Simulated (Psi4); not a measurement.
# C2HF3O2 (trifluoroacetic acid), step by step

Aim: a geometry optimisation (singlet C2HF3O2, CAM-B3LYP/6-31G*), then a single-point energy (doublet [C2HF3O2]+, UCAM-B3LYP/6-31G*), then a geometry optimisation (doublet [C2HF3O2]+, UCAM-B3LYP/6-31G*), then a single-point energy (singlet C2HF3O2, CAM-B3LYP/6-31G*) of C2HF3O2. 

The results are computed with Psi4 1.11.

### 1 The structure to begin with

C2HF3O2: 8 atoms, total charge 0, spin state singlet. As SMILES, `O=C(O)C(F)(F)F`. All atoms were displaced at random from a relaxed shape. The run starts from this shape.

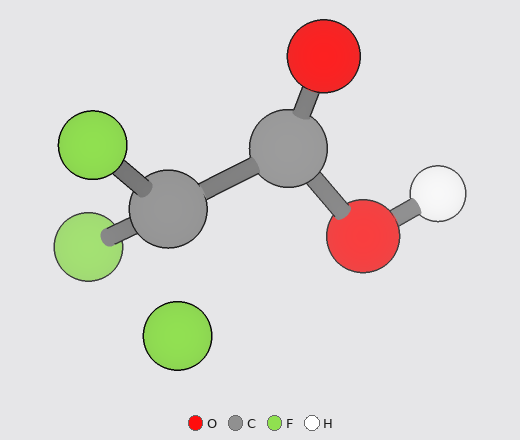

The structure, seen from a chosen angle (oxygen red, carbon grey, fluorine green, hydrogen white).

### 2 A structure relaxation at CAM-B3LYP/6-31G(d) (density fitting, Cartesian functions) (run 1)

File calc.inp:

```
memory 1600 mb

molecule m {
  0 1
  O      3.19937058    -0.52832774     0.58144227
  C      1.10522711    -0.66005866     0.34803464
  O     -0.45095290    -2.44109719     1.57818399
  C     -0.48311037     1.30632043    -0.79494731
  F      0.67672226     3.27941560    -1.78298872
  F     -2.40085547     2.57466870     0.92201816
  F     -2.16426932     0.46130293    -2.72858311
  H      0.58361168    -3.80420010     2.18382609
  units bohr
}

set basis 6-31G*
set reference rks

e, wfn = opt('cam-b3lyp', return_wfn=True)
```

Started as:

```console
$ psi4 -n 1 calc.inp calc.out
```

calc.out:

```text
[...]
  Running in c1 symmetry.
[...]
  Nuclear repulsion =  330.575376011569915
[...]
  Multiplicity = 1
[...]
  Nalpha       = 28
  Nbeta        = 28
[...]
    Number of basis functions: 107
[...]
   @DF-RKS iter   1:  -526.34067726584237   -4.56906e-01   7.76037e-03 ADIIS/DIIS
[...]
   @DF-RKS iter   7:  -526.63688338010400   -8.86757e-12   7.71768e-09 DIIS
[...]
  @DF-RKS Final Energy:  -526.63688338010400
   => Energetics <=
    Nuclear Repulsion Energy =            337.5348500922659127
    One-Electron Energy =               -1398.8000596105277964
    Two-Electron Energy =                 578.8888761734680202
    DFT Exchange-Correlation Energy =     -44.2605500353101036
    Empirical Dispersion Energy =           0.0000000000000000
    VV10 Nonlocal Energy =                  0.0000000000000000
    Total Energy =                       -526.6368833801038818
[...]
 Multipole Moments:
 ------------------------------------------------------------------------------------
     Multipole            Electronic (a.u.)      Nuclear  (a.u.)        Total (a.u.)
 ------------------------------------------------------------------------------------
 L = 1.  Multiply by 2.5417464519 to convert [e a0] to [Debye]
 Dipole X            :         -2.0549860            1.9193474           -0.1356386
 Dipole Y            :          3.5140831           -4.2134045           -0.6993214
 Dipole Z            :         -2.1233830            2.5148545            0.3914715
 Magnitude           :                                                    0.8128335
[...]
  -Total Gradient:
     Atom            X                  Y                   Z
    ------   -----------------  -----------------  -----------------
       1        0.000002932235     0.000023465033    -0.000018150133
       2       -0.000023247362    -0.000000279225     0.000021657283
       3       -0.000041479603     0.000041186599    -0.000037924010
       4        0.000013963827     0.000081553411    -0.000058833646
       5        0.000027092839     0.000014635249    -0.000002966829
       6        0.000001785460     0.000037414994    -0.000007958295
       7       -0.000005071533     0.000044693669    -0.000022558456
       8       -0.000042979904     0.000037070131    -0.000029522899
[...]
    Final optimized geometry and variables:
    Molecular point group: c1
    Full point group: C1
    Geometry (in Bohr), charge = 0, multiplicity = 1:
    O            3.398951175026    -1.180205176949     0.864872391491
    C            1.138681778419    -1.259806780361     0.782632926337
    O           -0.317597220020    -3.079983320693     1.741256337600
    C           -0.508722204705     0.773053272369    -0.470610141943
    F            0.933190248535     2.576484041970    -1.444706331791
    F           -2.067181829985     1.797237605994     1.232365561565
    F           -1.900545333648    -0.250304233725    -2.312307571660
    H            0.799590595458    -4.322132240905     2.515523072014
    Psi4 run time: 0:01:07.71
[...]
```

On the terminal:

```text
Optimizer: Optimization complete!
```

Run time: 69 s. Hardware: 1 thread of Intel Xeon 6975P-C (Granite Rapids), shared host; peak memory 0.9 GiB.

The path in brief:

```
step  energy from the first frame kept (eV)  largest force (eV/Å)
   0                                 0.0000                9.7554
   1                                -1.2950                3.3777
   2                                -1.4608                1.4905
   3                                -1.4633                0.9644
   4                                -1.4900                0.4578
   5                                -1.4905                0.1947
   6                                -1.4948                0.0511
   7                                -1.4955                0.0475
   8                                -1.4957                0.0261
   9                                -1.4957                0.0052
```

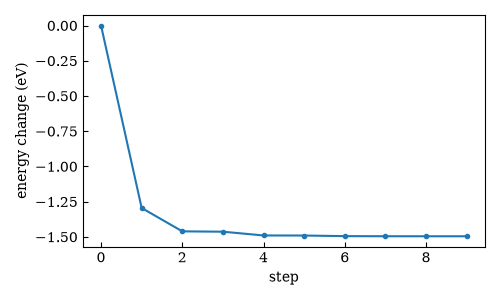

Energy along the run.

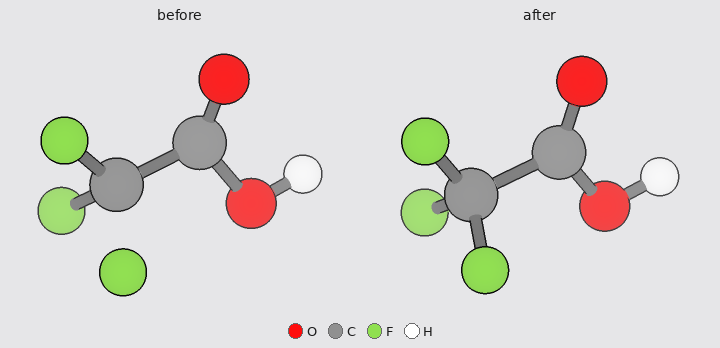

Before and after, at one scale.

After the run. Bond lengths: O1–C2 1.198 Å, C2–O3 1.334 Å, C2–C4 1.535 Å, C4–F5 1.326 Å, C4–F6 1.336 Å, C4–F7 1.336 Å, O3–H8 0.974 Å. Angles: O1–C2–O3 126.1°, O1–C2–C4 123.9°, O3–C2–C4 110.0°, C2–C4–F5 110.2°, C2–C4–F6 110.1°, C2–C4–F7 110.1°, F5–C4–F6 109.0°, F5–C4–F7 109.0°, F6–C4–F7 108.4°, C2–O3–H8 107.2°.

### 3 The doublet cation: a single-point energy at UCAM-B3LYP/6-31G(d) (density fitting, Cartesian functions) (run 2)

File job.dat:

```
memory 1600 mb

molecule molecule1 {
  1 2
  O
  C 1 1.197615
  O 2 1.333774 1 126.05926
  C 2 1.53526 1 123.92844 3 179.94949
  F 4 1.32615 2 110.20795 1 0.55557
  F 4 1.336408 5 108.9855 2 120.89603
  F 4 1.336241 5 108.98295 6 118.1503
  H 3 0.974395 2 107.24949 1 0.02103
  units angstrom
  symmetry c1
}

set {
  basis     6-31G*
  reference uks
}

E, wfn = energy('cam-b3lyp', return_wfn=True)
print_variables()
```

Started as:

```console
$ psi4 -n 1 job.dat job.out
```

job.out:

```text
[...]
  Running in c1 symmetry.
[...]
  Nuclear repulsion =  337.534850929556910
[...]
  Multiplicity = 2
[...]
  Nalpha       = 28
  Nbeta        = 27
[...]
    Number of basis functions: 107
[...]
   @DF-UKS iter   1:  -525.98417946851202    1.47990e-01   6.93334e-03 ADIIS/DIIS
[...]
   @DF-UKS iter  13:  -526.20813399589622   -1.35772e-08   4.71211e-07 DIIS
[...]
   @S^2 Observed:                7.570121978E-01
[...]
    Orbital Energies [Eh]
    ---------------------
    Alpha Occupied:
       1A    -25.051575     2A    -25.051508     3A    -25.042644
       4A    -19.678910     5A    -19.612536     6A    -10.792432
       7A    -10.758420     8A     -1.641772     9A     -1.581947
      10A     -1.545538    11A     -1.544553    12A     -1.477275
      13A     -1.128049    14A     -0.995871    15A     -0.954285
      16A     -0.940889    17A     -0.912940    18A     -0.892352
      19A     -0.867241    20A     -0.848767    21A     -0.786837
      22A     -0.769785    23A     -0.766498    24A     -0.739785
      25A     -0.727540    26A     -0.726857    27A     -0.713226
      28A     -0.705542
    Alpha Virtual:
[...]
  @DF-UKS Final Energy:  -526.20813399589622
   => Energetics <=
    Nuclear Repulsion Energy =            337.5348509295569102
    One-Electron Energy =               -1383.7835835697596849
    Two-Electron Energy =                 563.9953998319599577
    DFT Exchange-Correlation Energy =     -43.9548011876532172
    Empirical Dispersion Energy =           0.0000000000000000
    VV10 Nonlocal Energy =                  0.0000000000000000
    Total Energy =                       -526.2081339958961053
  UHF NO Occupations:
  HONO-2 :   26  A 1.9989633
  HONO-1 :   27  A 1.9982362
[...]
 Multipole Moments:
 ------------------------------------------------------------------------------------
     Multipole            Electronic (a.u.)      Nuclear  (a.u.)        Total (a.u.)
 ------------------------------------------------------------------------------------
 L = 1.  Multiply by 2.5417464519 to convert [e a0] to [Debye]
 Dipole X            :          0.0012521           -0.0028085           -0.0015564
 Dipole Y            :          2.8381066           -4.9296304           -2.0915239
 Dipole Z            :          0.7334015           -1.8600807           -1.1266792
 Magnitude           :                                                    2.3756853
[...]
```

It took 11 s on 1 thread of Intel Xeon 6975P-C (Granite Rapids), shared host; peak memory 0.82 GiB.

### 4 The doublet cation: a geometry optimisation at UCAM-B3LYP/6-31G(d) (density fitting, Cartesian functions) (run 3)

File job.dat:

```
memory 1.6 GB

molecule mol {
  1 2
  O      1.697173    -0.269838     0.286769
  C      0.501090    -0.311961     0.243250
  O     -0.269540    -1.275157     0.750532
  C     -0.370679     0.763782    -0.419938
  F      0.392349     1.718116    -0.935407
  F     -1.195380     1.305757     0.481238
  F     -1.107200     0.222244    -1.394522
  H      0.321651    -1.932474     1.160256
  symmetry c1
}

set globals {
  reference uks
}

energy_value = opt('cam-b3lyp/6-31G*')
print_variables()
```

Started as:

```console
$ psi4 job.dat job.out -n 1
```

job.out (excerpt; [...] marks lines left out):

```text
[...]
  Running in c1 symmetry.
[...]
  Nuclear repulsion =  337.534848583448365
[...]
  Multiplicity = 2
[...]
  Nalpha       = 28
  Nbeta        = 27
[...]
    Number of basis functions: 107
[...]
   @DF-UKS iter   1:  -525.98417955208652    1.47989e-01   6.93333e-03 ADIIS/DIIS
[...]
   @DF-UKS iter  10:  -526.22357635724234   -1.10276e-11   9.37299e-09 DIIS
[...]
   @S^2 Observed:                7.576320084E-01
[...]
  @DF-UKS Final Energy:  -526.22357635724234
   => Energetics <=
    Nuclear Repulsion Energy =            337.5802757757210202
    One-Electron Energy =               -1383.8837525307462784
    Two-Electron Energy =                 564.0483744155143313
    DFT Exchange-Correlation Energy =     -43.9684740177313529
    Empirical Dispersion Energy =           0.0000000000000000
    VV10 Nonlocal Energy =                  0.0000000000000000
    Total Energy =                       -526.2235763572423366
  UHF NO Occupations:
  HONO-2 :   26  A 1.9992142
  HONO-1 :   27  A 1.9974928
[...]
 Multipole Moments:
[...]
  -Total Gradient:
     Atom            X                  Y                   Z
    ------   -----------------  -----------------  -----------------
       1        0.000039726899    -0.000011442784     0.000009331589
       2       -0.000030542786    -0.000023873159     0.000001861151
       3        0.000016979615    -0.000025021045     0.000011250150
       4        0.000071955343    -0.000031567725     0.000035786703
       5       -0.000055475961    -0.000057060232     0.000015778915
       6       -0.000016817689    -0.000045853325     0.000055605715
       7       -0.000019777944    -0.000065343456     0.000001291725
       8        0.000032570362    -0.000021825200     0.000020556225
[...]
    Final optimized geometry and variables:
    Molecular point group: c1
    Full point group: C1
[...]
```

The script printed:

```text
Optimizer: Optimization complete!
```

It took 2.5 min on 1 thread of Intel Xeon 6975P-C (Granite Rapids), shared host; peak memory 0.9 GiB.

Step by step:

```
step  energy from the first frame kept (eV)  largest force (eV/Å)
   0                                 0.0000                4.6460
   1                                -0.3272                2.4521
   2                                -0.3949                0.6497
   3                                -0.4058                0.5769
   4                                -0.3455                1.4900
   5                                -0.4111                0.5160
   6                                -0.4167                0.2933
   7                                -0.4191                0.1173
   8                                -0.4200                0.0612
   9                                -0.4202                0.0169
  10                                -0.4202                0.0044
```

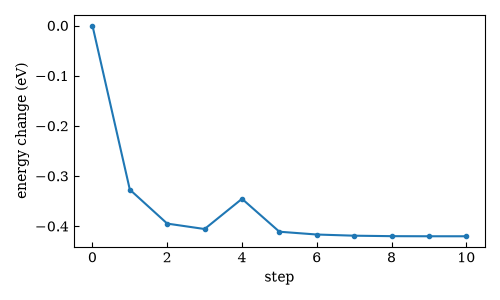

Energy along the run.

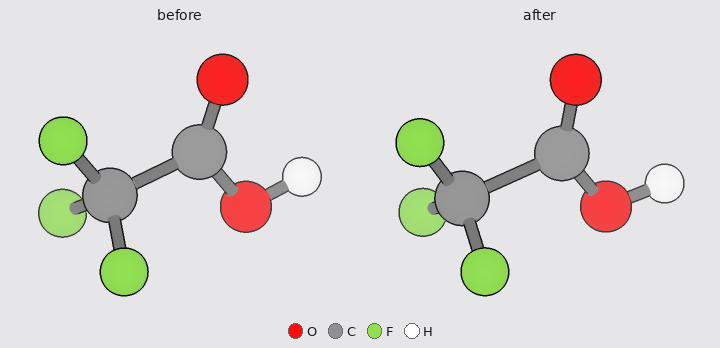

Before and after, at one scale.

After the run. Bond lengths: O1–C2 1.207 Å, C2–O3 1.275 Å, C2–C4 1.699 Å, C4–F5 1.293 Å, C4–F6 1.302 Å, C4–F7 1.302 Å, O3–H8 0.986 Å. Angles: O1–C2–O3 134.0°, O1–C2–C4 114.6°, O3–C2–C4 111.4°, C2–C4–F5 109.3°, C2–C4–F6 103.1°, C2–C4–F7 103.1°, F5–C4–F6 113.5°, F5–C4–F7 113.5°, F6–C4–F7 113.2°, C2–O3–H8 114.6°.

### 5 The energy at CAM-B3LYP/6-31G(d) (density fitting, Cartesian functions) (run 4)

File calc.py:

```python
import psi4

psi4.set_memory('1600 MB')
psi4.set_num_threads(1)
psi4.set_output_file('c2hf3o2.out', False)

molecule = psi4.geometry("""
0 1
O      1.691316    -0.207743     0.237539
C      0.497541    -0.379861     0.280592
O     -0.248813    -1.291040     0.769829
C     -0.420759     0.839637    -0.465044
F      0.373940     1.741454    -0.940241
F     -1.177952     1.272099     0.501169
F     -1.080347     0.193523    -1.382400
H      0.236514    -2.024661     1.214646
units angstrom
""")

psi4.set_options({
    'basis': '6-31G*',
})

E = psi4.energy("CAM-B3LYP", molecule=molecule)
print(f'total energy {E:.8f} hartree = {E * 27.211386:.5f} eV')
```

Started as:

```console
$ python calc.py
```

c2hf3o2.out:

```text
[...]
  Running in c1 symmetry.
[...]
  Nuclear repulsion =  337.580268220597247
[...]
  Multiplicity = 1
[...]
  Nalpha       = 28
  Nbeta        = 28
[...]
    Number of basis functions: 107
[...]
   @DF-RKS iter   1:  -526.38249030902409   -1.87638e-01   7.47984e-03 ADIIS/DIIS
[...]
   @DF-RKS iter   9:  -526.60927779461963   -2.49769e-08   4.37457e-07 DIIS
[...]
    Orbital Energies [Eh]
    ---------------------
    Doubly Occupied:
       1A    -24.825703     2A    -24.818843     3A    -24.818829
       4A    -19.312761     5A    -19.226482     6A    -10.520878
       7A    -10.415143     8A     -1.424253     9A     -1.335692
      10A     -1.332026    11A     -1.231315    12A     -1.122724
      13A     -0.809607    14A     -0.756373    15A     -0.686235
      16A     -0.686049    17A     -0.673608    18A     -0.573473
      19A     -0.563641    20A     -0.550982    21A     -0.544735
      22A     -0.527298    23A     -0.521624    24A     -0.511829
      25A     -0.492970    26A     -0.438598    27A     -0.406634
      28A     -0.336619
[...]
  @DF-RKS Final Energy:  -526.60927779461963
   => Energetics <=
    Nuclear Repulsion Energy =            337.5802682205972474
    One-Electron Energy =               -1399.0229537165268994
    Two-Electron Energy =                 579.1127778992813546
    DFT Exchange-Correlation Energy =     -44.2793701979712750
    Empirical Dispersion Energy =           0.0000000000000000
    VV10 Nonlocal Energy =                  0.0000000000000000
    Total Energy =                       -526.6092777946196293
[...]
 Multipole Moments:
 ------------------------------------------------------------------------------------
     Multipole            Electronic (a.u.)      Nuclear  (a.u.)        Total (a.u.)
 ------------------------------------------------------------------------------------
 L = 1.  Multiply by 2.5417464519 to convert [e a0] to [Debye]
 Dipole X            :         -2.2220691            1.8151995           -0.4068696
 Dipole Y            :          3.5151336           -4.2627749           -0.7476413
 Dipole Z            :         -2.1285502            2.5400224            0.4114722
 Magnitude           :                                                    0.9454205
[...]
```

Standard output:

```text
total energy -526.60927779 hartree = -14329.76833 eV
```

It took 6.3 s on 1 thread of Intel Xeon 6975P-C (Granite Rapids), shared host; peak memory 0.82 GiB.

### 6 Results

```
                                                               quantity          value
                       run 1, CAM-B3LYP/6-31G*: total energy at the end  -526.63688 Eh
                                 run 1, CAM-B3LYP/6-31G*: dipole moment         2.07 D
                                   run 1, CAM-B3LYP/6-31G*: HOMO energy      -10.28 eV
                                   run 1, CAM-B3LYP/6-31G*: LUMO energy        0.56 eV
                                 run 1, CAM-B3LYP/6-31G*: HOMO–LUMO gap       10.85 eV
                                    doublet cation, run 2: total energy  -526.20813 Eh
              doublet cation, run 2: HOMO energy (highest over α and β)      -19.17 eV
               doublet cation, run 2: LUMO energy (lowest over α and β)      -13.03 eV
                                            doublet cation, run 2: ⟨S²⟩          0.757
                         doublet cation, run 3: total energy at the end  -526.22358 Eh
              doublet cation, run 3: HOMO energy (highest over α and β)      -18.30 eV
               doublet cation, run 3: LUMO energy (lowest over α and β)      -11.81 eV
                                            doublet cation, run 3: ⟨S²⟩          0.758
                                  run 4, CAM-B3LYP/6-31G*: total energy  -526.60928 Eh
                                 run 4, CAM-B3LYP/6-31G*: dipole moment         2.40 D
                                   run 4, CAM-B3LYP/6-31G*: HOMO energy       -9.16 eV
                                   run 4, CAM-B3LYP/6-31G*: LUMO energy        1.68 eV
                                 run 4, CAM-B3LYP/6-31G*: HOMO–LUMO gap       10.84 eV
adiabatic ionisation energy (to the doublet cation, no zero-point term)      11.247 eV
```

What this shows: The adiabatic ionisation energy (to the doublet cation, no zero-point term) is 11.25 eV (1085 kJ/mol). The optimisation (run 1, CAM-B3LYP/6-31G*) took 10 steps and changed the energy by -1.496 eV. The optimisation (doublet cation, run 3) took 11 steps and changed the energy by -0.420 eV.
